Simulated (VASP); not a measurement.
Band structure of Ag (relaxed from the bcc structure, space group Im-3m). These are PBEsol GGA, VASP's PBE PAW potentials (set 64) (plane waves; VASP) values and carry that method's errors.

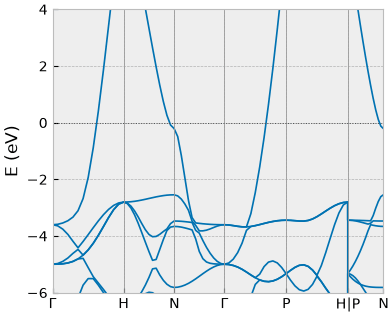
Figure. Bands along high-symmetry lines, zero at the valence-band maximum or, without a gap, the Fermi level

Q: Read the plot: is there a gap, and where are the band edges?

A: It has no gap at this level: it comes out as a metal or semimetal. (Edges off the drawn lines would not show.)

The structure was generated: Ag was put into the bcc type (Im-3m), which need not be its known phase. It was relaxed first.
